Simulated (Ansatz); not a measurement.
**Run report: AlNH₄O₂, molecular dynamics**

System: AlNH₄O₂.
Method: RKS PBE0-D4/STO-3G (Ansatz 0.2.0).

One setting was made poor on purpose. It belongs to a series of runs on one base structure; here: an input spoilt on purpose.

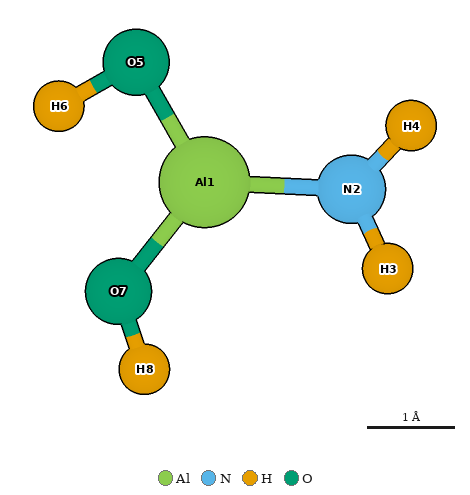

The starting structure (ball-and-stick view, seen on its broad side; atoms are numbered from 1 in the order of the input). Sticks mark near contacts.

Input file:
```yaml
crystal:
  periodic: [false, false, false]
  atoms:
    - { symbol: Al, position_ang: [0.502442, -0.477908, 0.340876] }
    - { symbol: "N", position_ang: [-0.013203, -0.022579, 1.908037] }
    - { symbol: H, position_ang: [-0.71208, 0.800728, 1.903274] }
    - { symbol: H, position_ang: [0.636826, 0.230486, 2.724085] }
    - { symbol: O, position_ang: [1.921607, -1.172117, 0.063717] }
    - { symbol: H, position_ang: [1.6159, -1.390388, -0.905041] }
    - { symbol: O, position_ang: [-0.445579, -0.467068, -0.972262] }
    - { symbol: H, position_ang: [-1.360472, -0.162658, -0.971931] }
basis:
  gaussian: { orbitals: STO-3G }
hamiltonian:
  xc: pbe0
  dispersion: d4
md:
  timestep: 0.25
  n_steps: 25
  ensemble: nvt_nose_hoover
  temperature: 500.0
  initial_velocities: maxwell_boltzmann
  seed: 642666
  nose_hoover: { tau: 300.0, chain_length: 5 }
  dt: 0.5
```

Run on 1 thread of Arm Neoverse V1, 24 GiB of memory available, shared host.

Command:
```bash
ansatz run input.yaml --threads 1 --pin off --max-ram 2048MiB --backend cpu --events-out ev --progress --plain --runs-dir out
```

Log:
```
Error: YAML parse error: error: line 25 column 3: unknown field `dt`, expected one of timestep, n_steps, ensemble, temperature, temperature_schedule, friction, pressure, stress_2d, fix_cell, beads, quantum_up_to, nose_hoover, initial_velocities, initial_site_velocities, seed, constraints, density_extrapolation, masses
  --> <input>:25:3
   |
23 |   seed: 642666
24 |   nose_hoover: { tau: 300.0, chain_length: 5 }
25 |   dt: 0.5
   |   ^ unknown field `dt`, expected one of timestep, n_steps, ensemble, temperature, temperature_schedule, friction, pressure, stress_2d, fix_cell, beads, quantum_up_to, nose_hoover, initial_velocities, initial_site_velocities, seed, constraints, density_extrapolation, masses
```

What the run reported:

```csv
quantity,value
outcome,refused by the program
```

The program refused the input: “YAML parse error: error: line 25 column 3: unknown field `dt`, expected one of timestep, n_steps, ensemble, temperature, temperature_schedule, friction, pressure, stress_2d, fix_cell, beads, quantum_up_to, nose_hoover, initial_velocities, initial_site_velocities, seed, constraints, density_extrapolation, masses --> …” A deliberately poor setting: bad input.
